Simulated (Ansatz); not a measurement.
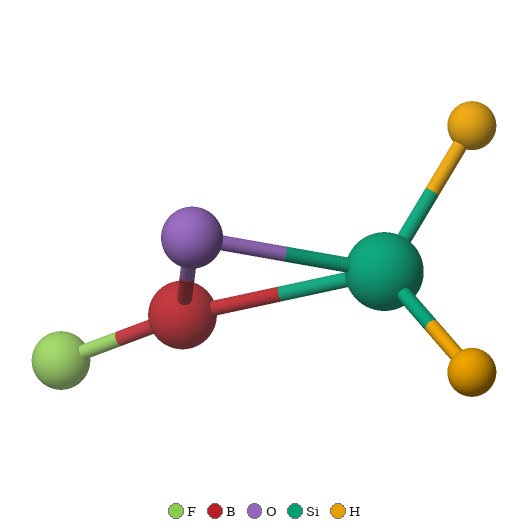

The picture shows a molecular structure as a ball-and-stick model. Every bond is drawn as one stick, whatever its order.

The computed structure is the end point of a PBE0-D4/def2-TZVP optimisation. No frequency run is at hand to confirm it as a minimum.

What does the picture show?

The molecule is BFH₂OSi. As SMILES it reads `FB1O[SiH2]1`. Independent rings (smallest set): 1 of 3 members. Among its groups: Si–H bond, Si–O bond. The point group is Cs. Coordination, clear cases only: 1 B T-shaped.

The parts below concern this one geometry. Atoms keep their numbers from picture to picture.

### Electronic properties

No frequency run is at hand to confirm it as a minimum. Level of theory: RKS PBE0-D4/def2-TZVPP (Ansatz 0.2.0).

Predict the main results.

- HOMO energy (Kohn–Sham orbital): −7.54 eV
- LUMO energy (Kohn–Sham orbital): −1.13 eV
- HOMO–LUMO gap: 6.41 eV

### Dipole moment

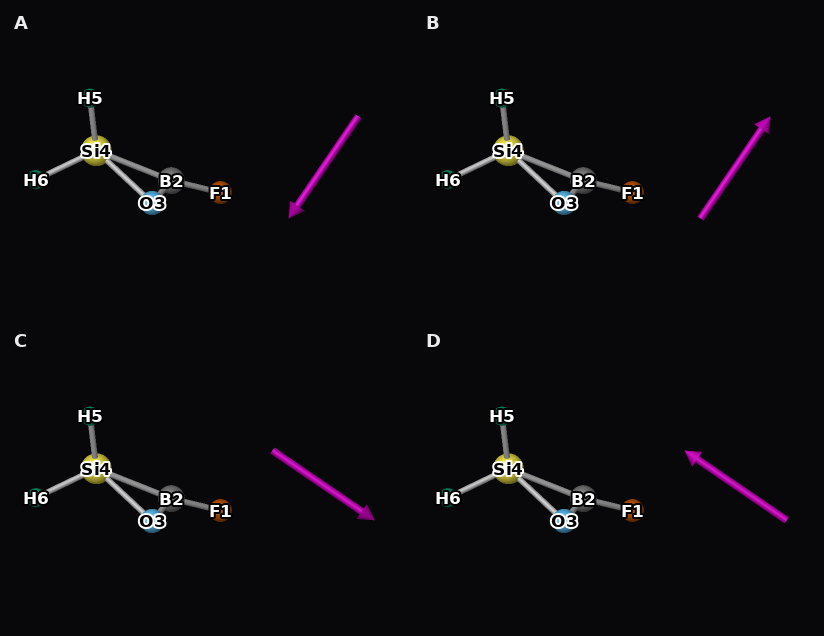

The same molecule four times, each with an arrow. No frequency run is at hand to confirm it as a minimum. Method: RKS PBE0-D4/def2-TZVP (Ansatz 0.2.0).

Question: Which arrow points along the dipole moment, from the negative to the positive end?

Answer: D. The dipole moment is 1.94 D; it points from the side of F1 to the side of H5, H6 (the outermost atoms at the two ends).

### Charges

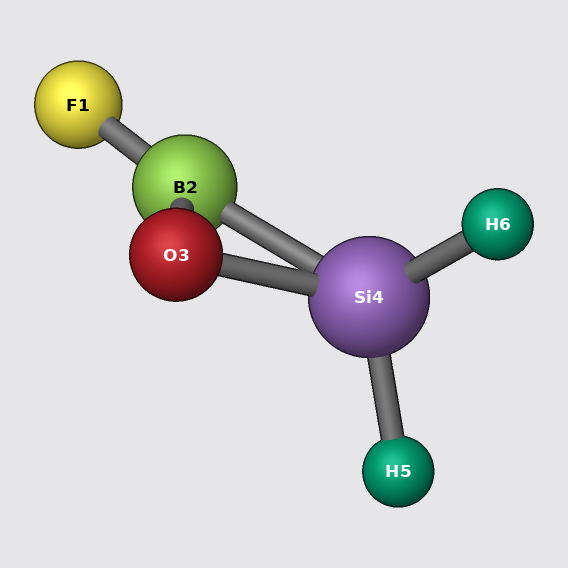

The questions are on Mulliken charges. No frequency run is at hand to confirm it as a minimum. Properties computed with RKS PBE0-D4/def2-TZVP (Ansatz 0.2.0).

List the Mulliken charges.

| atom | value (e) |
| --- | --- |
| F1 | −0.23 |
| B2 | 0.35 |
| O3 | −0.27 |
| Si4 | 0.16 |
| H5 | 0.00 |
| H6 | 0.00 |

Mulliken values depend strongly on the basis set and can even reverse the polarity of a bond.
